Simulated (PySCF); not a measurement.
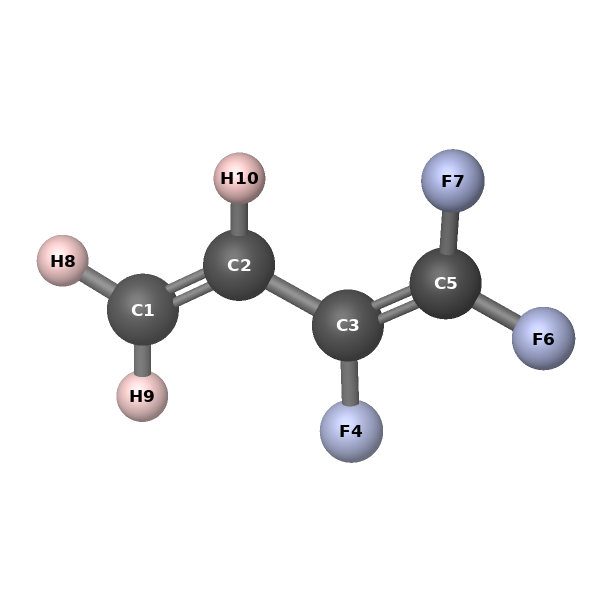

The geometry was computed by an optimisation with PBE0-D3(BJ)/def2-SVP. No frequency run is at hand to confirm it as a minimum. Level of theory: B3LYP/pcJ-1 indirect spin-spin coupling, non-relativistic, gas phase (PySCF 2.14.0). Isotopes: 13C, 19F, 1H.

Give the spin–spin coupling constants of these pairs, with the number of bonds between them: C5/F7, C3/F7, C3/F6, F4/C5, F6/F7, C2/F6, F4/F6, F4/F7.

| pair | bonds apart | J (Hz) |
| --- | --- | --- |
| C5, F7 | 1 | −365.8 |
| C3, F7 | 2 | 49.2 |
| C3, F6 | 2 | 22.1 |
| F4, C5 | 2 | 46.4 |
| F6, F7 | 2 | −45.1 |
| C2, F6 | 3 | −5.3 |
| F4, F6 | 3 | 60.6 |
| F4, F7 | 3 | −136.5 |

Density functionals are unreliable for couplings to fluorine, so those rows may be far off.
